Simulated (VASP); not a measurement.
Band structure of HgTe (zinc blende). Method: PBE GGA, VASP's PBE PAW potentials (set 64) (plane waves; VASP).

Unless said otherwise, spin-orbit coupling is left out, though it shifts the bands of the heavy elements here.

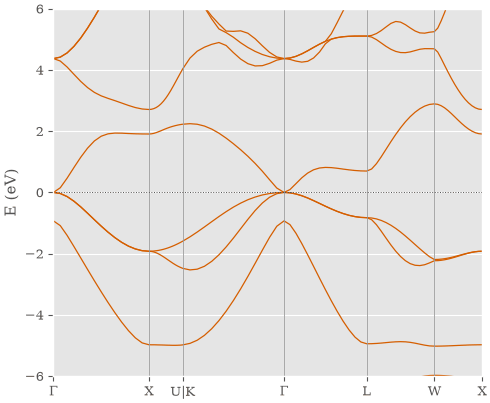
Bands along high-symmetry lines, zero at the valence-band maximum or, without a gap, the Fermi level

Task: Read the plot: is there a gap, and where are the band edges?

Result: It has no gap at this level: it comes out as a metal or semimetal. (Edges off the drawn lines would not show.)

The compound is HgTe in the zinc blende structure. It was relaxed first, which changed the volume by +9 %.
